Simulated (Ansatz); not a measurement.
Consider ZrSi2Sb4.

```
Zr Si Sb
1.0
     7.46666    0.00000    0.00000
     0.00000    7.46666    0.00000
     0.00000    0.00000    6.40831
Zr Si Sb
2 4 8
Direct
  0.00000 0.00000 0.00000
  0.50000 0.50000 0.50000
  0.50000 0.00000 0.00000
  0.00000 0.50000 0.50000
  0.00000 0.50000 0.00000
  0.50000 0.00000 0.50000
  0.19527 0.30473 0.75000
  0.69527 0.80473 0.25000
  0.80473 0.30473 0.25000
  0.30473 0.80473 0.75000
  0.19527 0.69527 0.25000
  0.69527 0.19527 0.75000
  0.30473 0.19527 0.25000
  0.80473 0.69527 0.75000
```

Space group I422; a structure from a database of computed crystals, not necessarily the ambient phase; started from the SrAl2Te4-97 prototype, which need not be the ambient phase.

Theory: DFT, r2SCAN+rVV10, plane waves, PAW (Ansatz).

### Predict the valence pseudo-density and electron localisation function between the atoms.

Si–Sb (2.61 Å): the density is about 0.46 e/Å³ at the midpoint; the ELF peaks at about 0.90 in the valence shell of Si, 0.9 Å from its nucleus, and is about 0.75 at the midpoint.

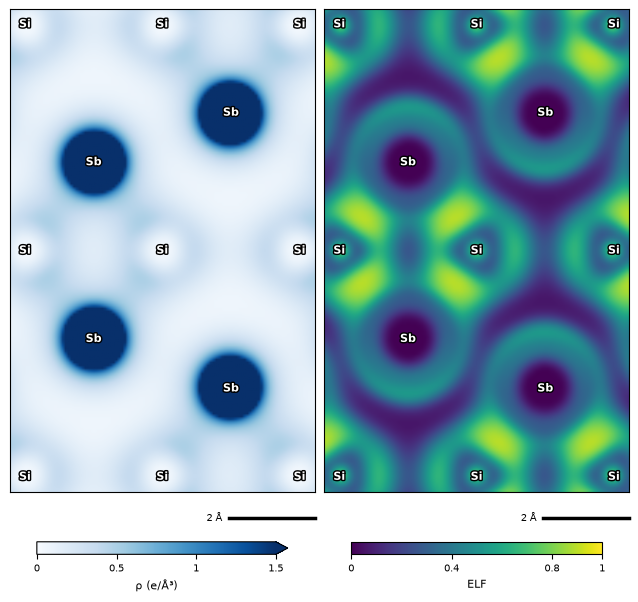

Computed valence pseudo-density and electron localisation function on the (11̄0) plane of the conventional cell, in this order. 

Core electrons are frozen (PAW), and the valence fields are smoothed inside the atomic spheres.
